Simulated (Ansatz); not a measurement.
The relaxed structure here is a generated cell of ZnO: the first start was made by placing the elements on the sites of a structure type, and the end was not matched to a known phase here, so it may be hypothetical. Known forms of ZnO include space group No. 186.

One stationary structure of ZnO. Method: PBEsol (plane waves to 420 eV, PAW, scalar-relativistic; Ansatz, a first-principles code).

Fdd2 (No. 43), oF32; a = 3.2050 Å, b = 5.2608 Å, c = 20.0622 Å, α = β = γ = 90.00°.

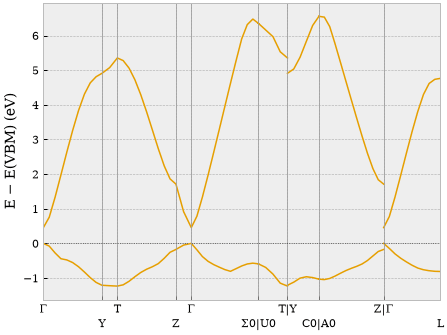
Figure. Highest filled and lowest empty band along the path of this cell's Brillouin zone

### Question
Read off the gap and say whether it is direct.

### Answer
0.46 eV, direct at Γ (no spin-orbit coupling).

### Question
How far does the top valence band disperse along this path?

### Answer
About 1.2 eV.

No spin polarisation in the result.

It was reached from a disturbed copy of a P4₂/mmc (No. 131) cell, against which it lies -0.19 eV/atom.
